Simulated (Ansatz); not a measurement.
# NaTiO3 (Pm-3m): equation of state with a fit in Python

Where is the equilibrium volume of NaTiO3 (Pm-3m), and how stiff is it? Aim: an equation of state with a fit, for NaTiO3 (Pm-3m), run from a script.

Program: Ansatz 0.2.0 through its Python package. Level of theory: DFT PBEsol, plane waves, PAW. These are calculated values, not measurements.

### 1 The structure

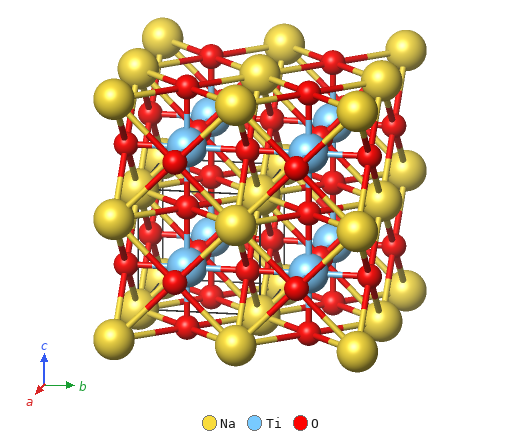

The starting structure, viewed slightly off an axis; sodium yellow, titanium blue, oxygen red. 2×2×2 cells are drawn. Atoms on cell faces are repeated.

No structure file is read: the coordinates are typed or built in the script.

### 2 The code

File eos_natio3.py:

```python
"""Equation of state of NaTiO3."""

import warnings

import ansatz as az
from ase.eos import EquationOfState
from ase.units import GPa
import numpy as np

SMEARING = "fermi_dirac"
SIGMA = 0.15
CUTOFF_EV = 500
KMESH = (6, 6, 6)

VECTORS = np.array([
    [3.902333, 0.0, 0.0],
    [0.0, 3.902333, 0.0],
    [0.0, 0.0, 3.902333],
])
SITES = [
    ("Na", (0.0, 0.0, 0.0)),
    ("Ti", (0.5, 0.5, 0.5)),
    ("O", (0.5, 0.5, 0.0)),
    ("O", (0.5, 0.0, 0.5)),
    ("O", (0.0, 0.5, 0.5)),
]


def on_lattice(cell):
    crystal = az.Crystal(lattice=az.Lattice.of(cell))
    for symbol, position in SITES:
        crystal = crystal.atom(symbol, position)
    return crystal

warnings.simplefilter("ignore", az.DeckWarning)

# uniform scaling of the cell
volumes, energies = [], []
for scale in np.linspace(0.9, 1.1, 9):
    cell = VECTORS * scale ** (1 / 3)
    setup = (
        on_lattice(cell).calculation()
        .functional(az.Functional.PBESOL)
        .occupations(SMEARING, width=SIGMA)
        .basis(CUTOFF_EV)
        .kpoints(*KMESH)
    )
    summary = setup.run().report
    volumes.append(abs(np.linalg.det(cell)) / len(SITES))
    energies.append(summary["free_energy_ev"] / len(SITES))
    print(f"V = {volumes[-1]:8.4f} A^3/atom  F = {energies[-1]:.5f} eV/atom")

eos = EquationOfState(volumes, energies, eos="birchmurnaghan")
v0, e0, bulk = eos.fit()
print(f"V0 = {v0:.4f} A^3/atom, E0 = {e0:.5f} eV/atom, B = {bulk / GPa:.1f} GPa")
eos.plot("eos.png")
```

### 3 The input behind the calls

The package turns the script's settings into the engine's input (first run):

```yaml
crystal:
  lattice:
    - [3.767661086696241, 0.0, 0.0]
    - [0.0, 3.767661086696241, 0.0]
    - [0.0, 0.0, 3.767661086696241]
  atoms:
    - { symbol: Na, position: [0.0, 0.0, 0.0] }
    - { symbol: Ti, position: [0.5, 0.5, 0.5] }
    - { symbol: O, position: [0.5, 0.5, 0.0] }
    - { symbol: O, position: [0.5, 0.0, 0.5] }
    - { symbol: O, position: [0.0, 0.5, 0.5] }
basis:
  ecutwfc: 500.0
kpoints:
  mp_grid:
    grid: [6, 6, 6]
hamiltonian:
  xc: pbesol
scf:
  occupations:
    method: fermi_dirac
    width: 0.15
```

### 4 Launch

Started as:

```sh
> python eos_natio3.py
```

The program printed:

```text
V =  10.6966 A^3/atom  F = -1127.20801 eV/atom
V =  10.9937 A^3/atom  F = -1127.22527 eV/atom
V =  11.2908 A^3/atom  F = -1127.23304 eV/atom
V =  11.5880 A^3/atom  F = -1127.23257 eV/atom
V =  11.8851 A^3/atom  F = -1127.22492 eV/atom
V =  12.1822 A^3/atom  F = -1127.21102 eV/atom
V =  12.4794 A^3/atom  F = -1127.19169 eV/atom
V =  12.7765 A^3/atom  F = -1127.16764 eV/atom
V =  13.0736 A^3/atom  F = -1127.13950 eV/atom
V0 = 11.4192 A^3/atom, E0 = -1127.23379 eV/atom, B = 160.7 GPa
```

It took 19 s on 1 thread of Arm Neoverse V1, shared host; peak memory 0.41 GiB.

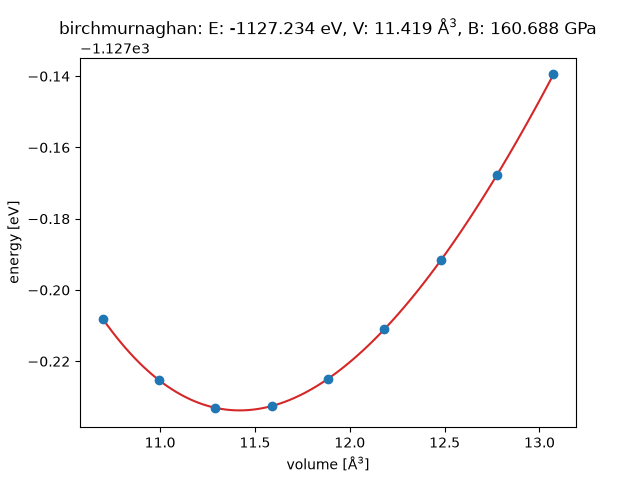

eos.png, as the script drew it.

### 5 What changed from run to run

The engine's inputs for some of the other runs:

Run 3, against run 1:

```diff
@@ -3,3 +3,3 @@
-    - [3.767661086696241, 0.0, 0.0]
-    - [0.0, 3.767661086696241, 0.0]
-    - [0.0, 0.0, 3.767661086696241]
+    - [3.836178982703701, 0.0, 0.0]
+    - [0.0, 3.836178982703701, 0.0]
+    - [0.0, 0.0, 3.836178982703701]
```

Run 5, against run 1:

```diff
@@ -3,3 +3,3 @@
-    - [3.767661086696241, 0.0, 0.0]
-    - [0.0, 3.767661086696241, 0.0]
-    - [0.0, 0.0, 3.767661086696241]
+    - [3.902333, 0.0, 0.0]
+    - [0.0, 3.902333, 0.0]
+    - [0.0, 0.0, 3.902333]
```

Run 9, against run 1:

```diff
@@ -3,3 +3,3 @@
-    - [3.767661086696241, 0.0, 0.0]
-    - [0.0, 3.767661086696241, 0.0]
-    - [0.0, 0.0, 3.767661086696241]
+    - [4.028300759789192, 0.0, 0.0]
+    - [0.0, 4.028300759789192, 0.0]
+    - [0.0, 0.0, 4.028300759789192]
```

Lines on the test bed's own set-up are left out of the output.

### 6 Run by run

One row for each of the 9 runs:

```csv
run,volume (Å³/atom),energy from run 3 (meV/atom),SCF cycles,CPU time (s)
1,10.697,25.03,6,1.8
2,10.994,7.78,7,1.7
3,11.291,0.00,7,1.6
4,11.588,0.47,7,1.7
5,11.885,8.12,7,1.7
6,12.182,22.03,8,1.9
7,12.479,41.36,8,2
8,12.776,65.41,8,2
9,13.074,93.54,8,2
```

Energies are free energies F = E - TS of the smeared occupations. 

### 7 Results

| quantity | value |
| --- | --- |
| runs compared | 9 |
| range of energy | 93.54 meV/atom |
| lowest point, volume (Å³/atom) | 11.291 |
| equilibrium volume (fit) | 11.42 Å³/atom |
| bulk modulus (fit) | 161 GPa |

In words: A third-order Birch-Murnaghan fit through the 9 points has its minimum at 11.42 Å³ an atom, 3.9 % below the typed cell, with a bulk modulus of 161 GPa and dB/dP = 4.4. From that minimum the energy rises by 25.8 meV an atom on the compressed side and 94.3 meV on the expanded side. Caveats:
- The cell holds an odd number of electrons and is run without spin, so a magnetic state may lie lower.
- The mesh is modest for a metal, so energies can be off by several to tens of meV an atom and pressures by half a GPa or more; differences at equal mesh fare better.
- The smearing is wide enough that free energy and stress hold a thermal part of the electrons.
- This cell is a computed structure, which may not be the phase found in nature.
